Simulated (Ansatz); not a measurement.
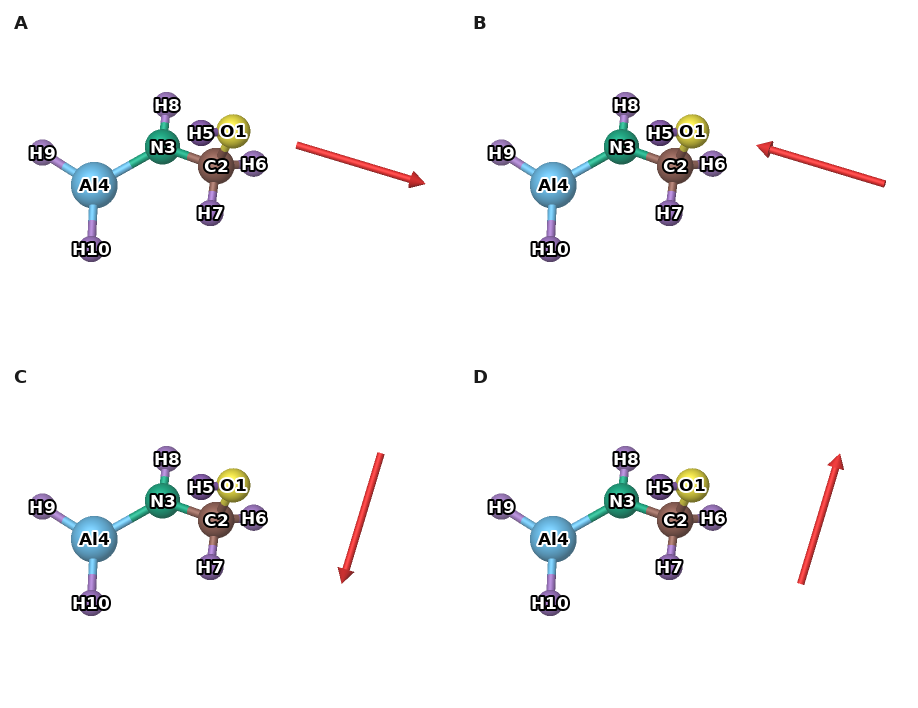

The same molecule four times, each with an arrow. The geometry was computed by an optimisation with PBE-D4/def2-SVP. No frequency run is at hand to confirm it as a minimum. Properties computed with RKS PBE-D4/def2-SVP (Ansatz 0.2.0).

**Which arrow points along the dipole moment, from the negative to the positive end?**

B. The dipole moment is 0.48 D; it points from the side of H6 to the side of H9 (the outermost atoms at the two ends).
